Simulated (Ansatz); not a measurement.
# HfSi (quintet): from Hartree-Fock to the top rungs, def2-SVP

How much of the correlation energy of HfSi (quintet) does each wave-function method recover here?

Program: Ansatz 0.2.0, Gaussian basis. Level of theory: def2-SVP, core rule «outside noble gas», up to 9 orbitals frozen. These are calculated values, not measurements.

The runs, in order: UHF; CCSD(T) on ROHF; CCSD(T) on UHF; CISD as a restricted active space (open shells left free, so some higher excitations enter); CCSDT(Q) on ROHF; CCSDT(Q) on UHF.

25 further runs of the same task are left out: 11 for a known fault of the program, 7 that didn't finish, 7 set aside as unsound or not needed. Runs told in other sessions of the task aren't counted.

## 1. The geometry

The geometry is a PBE0/def2-TZVP stationary point (not a proven minimum). No spin-orbit coupling is included. Elements past krypton take def2 core potentials.

2 atoms, charge 0, spin multiplicity 5.

Atoms are counted from 1 here; the program's logs count them from 0.

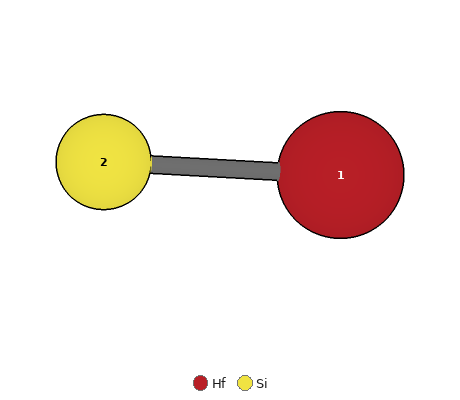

The structure; hafnium red, silicon yellow; atoms are numbered from 1 in the order of the file.

In the tables R marks a restricted open-shell determinant and U an unrestricted one; energies count from the table's Hartree-Fock row.

## 2. UHF

Contents of in.yaml:

```yaml
crystal:
  periodic: [false, false, false]
  atoms:
    - {symbol: Hf, position_ang: [0.000000, 0.000000, 0.000000]}
    - {symbol: Si, position_ang: [0.000000, 0.000000, 2.547000]}
basis:
  gaussian: {orbitals: def2-SVP}
magnetization: {spin_polarized: true, initial_magnetization: 4}
hamiltonian: {xc: hf}
output: {orbitals: {seedname: orbitals}}
```

Command:

```sh
$ ansatz run in.yaml --threads 1 --pin off --events-out ev --progress --plain --max-ram 2393MiB
```

Output:

```text
Functional definition: HF
  name "HF"
  cite "Fock, Z. Phys. 61, 126 (1930) doi:10.1007/BF01340294"
  parent pbe
  exchange = exact_x
  correlation = 0
490 factors; integrals over basis functions are off by at most 1.0e-3 eV
mean field evaluation 1: about -9145.9258 eV, gradient 9.6e0 eV
mean field evaluation 2: about -9145.9311 eV, gradient 9.6e0 eV
mean field evaluation 4: about -9147.2311 eV, gradient 1.9e0 eV
mean field evaluation 8: about -9147.5270 eV, gradient 3.5e-1 eV
mean field evaluation 16: about -9147.5389 eV, gradient 3.6e-5 eV
mean field evaluation 32: about -9147.0564 eV, gradient 1.0e0 eV
mean field evaluation 64: about -9142.7047 eV, gradient 1.3e1 eV
mean field evaluation 96: about -9144.7739 eV, gradient 5.0e0 eV
mean field evaluation 128: about -9145.6577 eV, gradient 1.5e0 eV
mean field evaluation 160: about -9144.0724 eV, gradient 1.0e1 eV
mean field evaluation 192: about -9145.9388 eV, gradient 2.0e0 eV
mean field evaluation 224: about -9146.5956 eV, gradient 3.5e-1 eV
mean field evaluation 256: about -9147.0777 eV, gradient 3.1e-1 eV
mean field evaluation 288: about -9146.5072 eV, gradient 5.5e-2 eV
mean field -9147.53885832 eV, -336.1658526188 hartree, gradient 1.2e-5 eV, S^2 6.430466; 9 other end points of the search recorded, 0 dependent functions left out
reference -9147.53885832 eV, -336.1658526188 hartree; 15, 11 occupied and 35, 39 virtual orbitals, 490 factors
Total energy: -9147.53885832 eV, -336.1658526188 hartree
```

Run time: 3.4 s. Hardware: 1 thread of Arm Neoverse V1, shared host.

From the report: ⟨S²⟩ of the determinant 6.430 (pure quintet: 6.00).

## 3. CCSD(T) on ROHF

Contents of in.yaml:

```yaml
crystal:
  periodic: [false, false, false]
  atoms:
    - {symbol: Hf, position_ang: [0.000000, 0.000000, 0.000000]}
    - {symbol: Si, position_ang: [0.000000, 0.000000, 2.547000]}
basis:
  gaussian: {orbitals: def2-SVP}
magnetization: {spin_polarized: false, initial_magnetization: 4}
correlation: {method: ccsd_t, electrons: outside_noble_gas}
```

Launched as before.

Output, cut to the lines that bear on the results:

```text
Functional definition: HF
  name "HF"
  cite "Fock, Z. Phys. 61, 126 (1930) doi:10.1007/BF01340294"
  parent pbe
[...]
490 factors; integrals over basis functions are off by at most 1.0e-3 eV
[...]
mean field -9147.04630810 eV, -336.1477517320 hartree, gradient 6.2e-6 eV, S^2 6.000000; 33 other end points of the search recorded, 0 dependent functions left out
[...]
determinant -9147.04630810 eV, -336.1477517320 hartree, with singles and doubles -9150.97724879 eV, -336.2922111379 hartree
determinant -9146.45941574 eV, -336.1261838356 hartree, with singles and doubles -9150.18676058 eV, -336.2631612320 hartree
determinant -9146.09517044 eV, -336.1127980677 hartree, with singles and doubles -9149.78814786 eV, -336.2485124848 hartree
determinant -9145.90548734 eV, -336.1058273425 hartree, with singles and doubles -9149.87179515 eV, -336.2515864657 hartree
[...]
determinant -9144.55810888 eV, -336.0563120972 hartree, with singles and doubles -9147.85980990 eV, -336.1776473716 hartree
determinant -9144.42736034 eV, -336.0515071771 hartree, with singles and doubles -9147.89021045 eV, -336.1787645715 hartree
determinant -9144.25543989 eV, -336.0451892172 hartree, with singles and doubles -9148.20138848 eV, -336.1902001530 hartree
9 core orbitals not correlated: weight in the atoms' cores, before any rotation towards them, 0.999 or more for the frozen orbitals, at most 0.001 for the correlated occupied ones
reference -9147.04630810 eV, -336.1477517320 hartree; 6, 2 occupied and 35, 39 virtual orbitals, 490 factors
second order -3.21828359 eV of doubles, -0.06730958 eV of singles
cycle   1  -3.93164898 eV  change   -7.1e-4 eV  update   2.6e-3
[...]
cycle  11  -3.93352121 eV  change   -7.5e-6 eV  update   6.4e-6
perturbative correction -0.24607863 eV, -0.0090432228 hartree
Total energy: -9151.22590794 eV, -336.3013491930 hartree
```

Run time: 17 s. Hardware: 1 thread of Arm Neoverse V1, shared host.

From the report: correlation -4.1796 eV; T1 0.057; largest double amplitude 0.11.

## 4. CCSD(T) on UHF

in.yaml, as its differences from that of step 3:

```diff
@@ -7,3 +7,3 @@
   gaussian: {orbitals: def2-SVP}
-magnetization: {spin_polarized: false, initial_magnetization: 4}
+magnetization: {spin_polarized: true, initial_magnetization: 4}
 correlation: {method: ccsd_t, electrons: outside_noble_gas}
```

The command is unchanged.

Output, cut to the lines that bear on the results:

```text
Functional definition: HF
  name "HF"
  cite "Fock, Z. Phys. 61, 126 (1930) doi:10.1007/BF01340294"
  parent pbe
[...]
490 factors; integrals over basis functions are off by at most 1.0e-3 eV
[...]
mean field -9147.53885832 eV, -336.1658526188 hartree, gradient 1.9e-6 eV, S^2 6.430467; 19 other end points of the search recorded, 0 dependent functions left out
determinant -9147.53885832 eV, -336.1658526188 hartree, with singles and doubles -9151.04298676 eV, -336.2946269638 hartree
determinant -9146.66180302 eV, -336.1336214309 hartree, with singles and doubles -9150.12730988 eV, -336.2609764589 hartree
determinant -9146.60120482 eV, -336.1313944882 hartree, with singles and doubles -9150.19665041 eV, -336.2635246764 hartree
determinant -9146.59294140 eV, -336.1310908130 hartree, with singles and doubles -9150.22677845 eV, -336.2646318616 hartree
determinant -9146.05061790 eV, -336.1111607920 hartree, with singles and doubles -9149.93361831 eV, -336.2538584253 hartree
determinant -9145.96228178 eV, -336.1079144996 hartree, with singles and doubles -9149.39977843 eV, -336.2342401714 hartree
9 core orbitals not correlated: weight in the atoms' cores, before any rotation towards them, 0.998 or more for the frozen orbitals, at most 0.001 for the correlated occupied ones
reference -9147.53885832 eV, -336.1658526188 hartree; 6, 2 occupied and 35, 39 virtual orbitals, 490 factors
second order -2.65654007 eV of doubles, -0.00000000 eV of singles
cycle   1  -3.50544031 eV  change   -1.3e-3 eV  update   6.2e-3
[...]
cycle  13  -3.51739016 eV  change    4.5e-6 eV  update   2.5e-6
perturbative correction -0.20185685 eV, -0.0074181024 hartree
Total energy: -9151.25810533 eV, -336.3025324253 hartree
```

Wall time 13 s (1 thread of Arm Neoverse V1, shared host).

From the report: ⟨S²⟩ of the determinant 6.430 (pure quintet: 6.00); correlation -3.7192 eV; T1 0.079; largest double amplitude 0.11.

## 5. CISD as a restricted active space (open shells left free, so some higher excitations enter)

Contents of in.yaml:

```yaml
crystal:
  periodic: [false, false, false]
  atoms:
    - {symbol: Hf, position_ang: [0.000000, 0.000000, 0.000000]}
    - {symbol: Si, position_ang: [0.000000, 0.000000, 2.547000]}
basis:
  gaussian: {orbitals: def2-SVP}
magnetization: {spin_polarized: false, initial_magnetization: 4}
correlation: {active_space: {ras: {orbitals: [2, 4, 35], electrons: 8, max_holes: 2, max_particles: 2}, fixed_orbitals: true}}
```

The command is unchanged.

Output, cut to the lines that bear on the results:

```text
Functional definition: HF
  name "HF"
  cite "Fock, Z. Phys. 61, 126 (1930) doi:10.1007/BF01340294"
  parent pbe
[...]
490 factors; integrals over basis functions are off by at most 1.0e-3 eV
[...]
mean field -9147.04630810 eV, -336.1477517320 hartree, gradient 6.2e-6 eV, S^2 6.000000; 18 other end points of the search recorded, 0 dependent functions left out
reference -9147.04630810 eV, -336.1477517320 hartree; 15, 11 occupied and 35, 39 virtual orbitals, 490 factors
state -9150.74256011 eV, -336.2835864878 hartree
Total energy: -9150.74256011 eV, -336.2835864878 hartree
```

It took 12 s on 1 thread of Arm Neoverse V1, shared host.

From the report: 35,041 determinants.

## 6. CCSDT(Q) on ROHF

in.yaml, as its differences from that of step 5:

```diff
@@ -8,2 +8,2 @@
 magnetization: {spin_polarized: false, initial_magnetization: 4}
-correlation: {active_space: {ras: {orbitals: [2, 4, 35], electrons: 8, max_holes: 2, max_particles: 2}, fixed_orbitals: true}}
+correlation: {method: ccsdt_q, electrons: outside_noble_gas}
```

Launched as before.

Output, cut to the lines that bear on the results:

```text
Functional definition: HF
  name "HF"
  cite "Fock, Z. Phys. 61, 126 (1930) doi:10.1007/BF01340294"
  parent pbe
[...]
825 factors; integrals over basis functions are off by at most 1.1e-7 eV
[...]
mean field -9147.04634565 eV, -336.1477531120 hartree, gradient 6.2e-6 eV, S^2 6.000000; 33 other end points of the search recorded, 0 dependent functions left out
[...]
determinant -9147.04634565 eV, -336.1477531120 hartree, with singles and doubles -9150.97731032 eV, -336.2922133989 hartree
determinant -9146.45945379 eV, -336.1261852340 hartree, with singles and doubles -9150.18683114 eV, -336.2631638249 hartree
determinant -9146.09520813 eV, -336.1127994528 hartree, with singles and doubles -9149.78821595 eV, -336.2485149870 hartree
determinant -9145.90551791 eV, -336.1058284657 hartree, with singles and doubles -9149.87183581 eV, -336.2515879601 hartree
[...]
determinant -9144.55815231 eV, -336.0563136933 hartree, with singles and doubles -9147.85993620 eV, -336.1776520133 hartree
determinant -9144.42738940 eV, -336.0515082451 hartree, with singles and doubles -9147.89025826 eV, -336.1787663284 hartree
determinant -9144.25548134 eV, -336.0451907402 hartree, with singles and doubles -9148.20146000 eV, -336.1902027812 hartree
9 core orbitals not correlated: weight in the atoms' cores, before any rotation towards them, 0.999 or more for the frozen orbitals, at most 0.001 for the correlated occupied ones
reference -9147.04634565 eV, -336.1477531120 hartree; 6, 2 occupied and 35, 39 virtual orbitals, 825 factors
second order -3.21831239 eV of doubles, -0.06731091 eV of singles
cycle   1  -3.64106394 eV  change   -3.5e-1 eV  update   1.2e-1
[...]
cycle  27  -4.22902931 eV  change   -1.3e-7 eV  update   6.5e-7
perturbative correction -0.01768137 eV, -0.0006497784 hartree
Total energy: -9151.29305633 eV, -336.3038168510 hartree
```

It took 44 s on 1 thread of Arm Neoverse V1, shared host; peak memory 0.29 GiB.

From the report: correlation -4.2467 eV; T1 0.056; largest double amplitude 0.13.

## 7. CCSDT(Q) on UHF

in.yaml, as its differences from that of step 6:

```diff
@@ -7,3 +7,3 @@
   gaussian: {orbitals: def2-SVP}
-magnetization: {spin_polarized: false, initial_magnetization: 4}
+magnetization: {spin_polarized: true, initial_magnetization: 4}
 correlation: {method: ccsdt_q, electrons: outside_noble_gas}
```

Launched as before.

Output, cut to the lines that bear on the results:

```text
Functional definition: HF
  name "HF"
  cite "Fock, Z. Phys. 61, 126 (1930) doi:10.1007/BF01340294"
  parent pbe
[...]
825 factors; integrals over basis functions are off by at most 1.1e-7 eV
[...]
mean field -9147.53890186 eV, -336.1658542188 hartree, gradient 1.9e-6 eV, S^2 6.430469; 17 other end points of the search recorded, 0 dependent functions left out
determinant -9147.53890186 eV, -336.1658542188 hartree, with singles and doubles -9151.04305165 eV, -336.2946293484 hartree
determinant -9146.66184605 eV, -336.1336230121 hartree, with singles and doubles -9150.12738230 eV, -336.2609791206 hartree
determinant -9146.60124197 eV, -336.1313958534 hartree, with singles and doubles -9150.19672001 eV, -336.2635272344 hartree
determinant -9146.59298053 eV, -336.1310922511 hartree, with singles and doubles -9150.22684840 eV, -336.2646344321 hartree
determinant -9146.05064952 eV, -336.1111619540 hartree, with singles and doubles -9149.93365789 eV, -336.2538598795 hartree
determinant -9145.96231866 eV, -336.1079158548 hartree, with singles and doubles -9149.39984503 eV, -336.2342426188 hartree
9 core orbitals not correlated: weight in the atoms' cores, before any rotation towards them, 0.998 or more for the frozen orbitals, at most 0.001 for the correlated occupied ones
reference -9147.53890186 eV, -336.1658542188 hartree; 6, 2 occupied and 35, 39 virtual orbitals, 825 factors
second order -2.65656151 eV of doubles, -0.00000000 eV of singles
cycle   1  -3.09365291 eV  change   -4.4e-1 eV  update   1.1e-1
[...]
cycle  27  -3.78852412 eV  change    2.8e-7 eV  update   6.6e-7
perturbative correction -0.02013037 eV, -0.0007397775 hartree
Total energy: -9151.34755635 eV, -336.3058196898 hartree
```

It took 35 s on 1 thread of Arm Neoverse V1, shared host; peak memory 0.26 GiB.

From the report: ⟨S²⟩ of the determinant 6.430 (pure quintet: 6.00); correlation -3.8087 eV; T1 0.092; largest double amplitude 0.14.

## 8. The ladder

No level here is safe as a reference; RCCSDT(Q) serves as a yardstick only. Rows without a time are mean-field rows or come out of runs for another level: lower rungs of the coupled-cluster runs, or the Hartree-Fock search.

Differences are taken before rounding.

| method | energy from the lowest ROHF (kcal/mol) | from RCCSDT(Q) (kcal/mol) | time |
| --- | --- | --- | --- |
| ROHF | 0.00 | +97.93 |  |
| UHF | -11.36 | +86.57 |  |
| RMP2 | -75.77 | +22.16 |  |
| UMP2 | -72.62 | +25.31 |  |
| RCCSD | -90.71 | +7.22 |  |
| UCCSD | -92.47 | +5.46 |  |
| RCCSD(T) | -96.38 | +1.55 | 17 s |
| UCCSD(T) | -97.13 | +0.81 | 13 s |
| RCCSDT | -97.52 | +0.41 |  |
| UCCSDT | -98.72 | -0.79 |  |
| RCCSDT(Q) | -97.93 | 0 | 44 s |
| UCCSDT(Q) | -99.19 | -1.26 | 35 s |

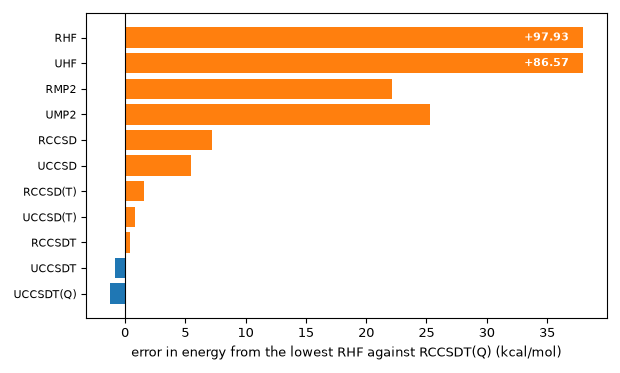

How far each level lands from RCCSDT(Q). Bars with a number in them are cut short.

Not comparable, so not listed: CISD as a restricted active space (open shells left free, so some higher excitations enter) (they don't share determinant, frozen orbitals or solution with the rows shown, or repeat one).

With the free atoms at the same levels and basis (separate runs), the atomisation energy is 2.203 eV at RCCSDT(Q), 2.170 eV at RCCSD(T), 2.136 eV at UCCSD(T), 1.064 eV at ROHF.

## 9. Summary of results

```
                     quantity            value
RCCSDT(Q) from the ROHF energy       -4.2467 eV
          RMP2 from RCCSDT(Q)  +22.16 kcal/mol
          UMP2 from RCCSDT(Q)  +25.31 kcal/mol
         RCCSD from RCCSDT(Q)   +7.22 kcal/mol
      RCCSD(T) from RCCSDT(Q)   +1.55 kcal/mol
      UCCSD(T) from RCCSDT(Q)   +0.81 kcal/mol
     UCCSDT(Q) from RCCSDT(Q)   -1.26 kcal/mol
                T1 diagnostic            0.057
```

What this shows: RCCSD(T) lands +1.55 kcal/mol from the yardstick (1.6 % of the correlation energy). CCSD(T) misses by +1.55 kcal/mol on the restricted determinant and by +0.81 kcal/mol on the unrestricted one; the two need not hold the same state or core. Warnings: spin contamination; large T1 diagnostic.
